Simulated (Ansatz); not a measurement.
## Single-point calculation of C$_{2}$HCl$_{2}$Si (charge +1)

C$_{2}$HCl$_{2}$Si, charge +1, computed with HF/STO-3G, UHF (Ansatz 0.2.0).

The geometry was optimised with HF/STO-3G.

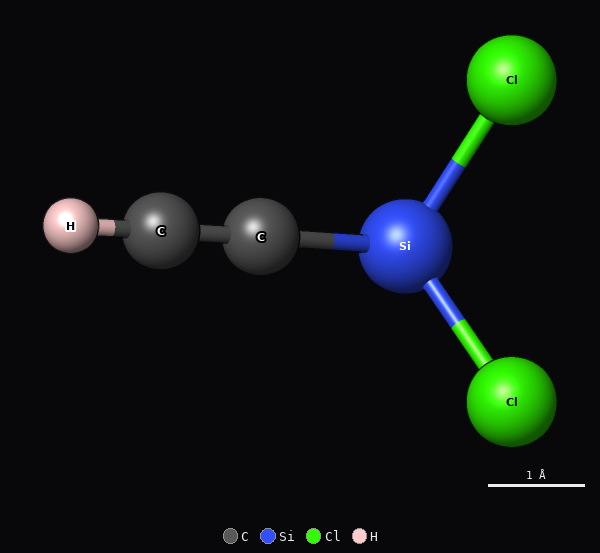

The input geometry (ball-and-stick view, seen at a tilt). Bond lengths as drawn: Cl–Si 2.09 Å, C–C 1.18 Å, C–H 1.07 Å and C–Si 1.79 Å.

Results in brief

```tsv
quantity	value
outcome	converged
total energy	−1269.875173 hartree
basis functions	38
⟨S²⟩	0.026
SCF solution under orbital rotations	stable
hardware	1 thread of Arm Neoverse V2, 112 GiB of memory available, shared host
wall time	1.4 s
peak memory	0.087 GiB
```

Input file
```yaml
basis:
  gaussian: {orbitals: STO-3G}
crystal:
  periodic: [false, false, false]
  atoms:
    - {symbol: C, position_ang: [1.306043, 0.476087, 1.095035]}
    - {symbol: C, position_ang: [0.561607, 0.069105, 0.268422]}
    - {symbol: Si, position_ang: [-0.459945, -0.605278, -1.042135]}
    - {symbol: Cl, position_ang: [-1.925915, -1.823993, -0.185859]}
    - {symbol: Cl, position_ang: [-1.412336, 0.973631, -2.025773]}
    - {symbol: H, position_ang: [1.972546, 0.846448, 1.844210]}
hamiltonian: {xc: hf}
total_charge: 1
magnetization: {spin_polarized: true}
```

Run as:
```bash
ansatz run run.yaml --threads 1 --pin off --max-ram 3480MiB --events-out events.jsonl --progress --plain --runs-dir runs
```

Output
```
Functional definition: HF
  name "HF"
  exchange = exact_x
  correlation = 0
436 factors; integrals over basis functions are off by at most 2.3e-5 eV
mean field evaluation 1: about -34550.0760 eV, gradient 2.2e1 eV
mean field evaluation 2: about -34550.0886 eV, gradient 2.2e1 eV
mean field evaluation 4: about -34555.0161 eV, gradient 2.4e0 eV
mean field evaluation 8: about -34555.0635 eV, gradient 1.3e-2 eV
mean field evaluation 16: about -34555.0638 eV, gradient 5.8e-2 eV
mean field evaluation 32: about -34555.0627 eV, gradient 1.1e-1 eV
mean field evaluation 64: about -34555.0600 eV, gradient 1.1e-1 eV
mean field evaluation 96: about -34550.0757 eV, gradient 2.2e1 eV
mean field -34555.06382803 eV, -1269.8751734165 hartree, gradient 8.6e-6 eV, S^2 0.026439; 4 other end points of the search recorded, 0 dependent functions left out
reference -34555.06382803 eV, -1269.8751734165 hartree; 30, 30 occupied and 8, 8 virtual orbitals, 436 factors
Total energy: -34555.06382803 eV, -1269.8751734165 hartree
```
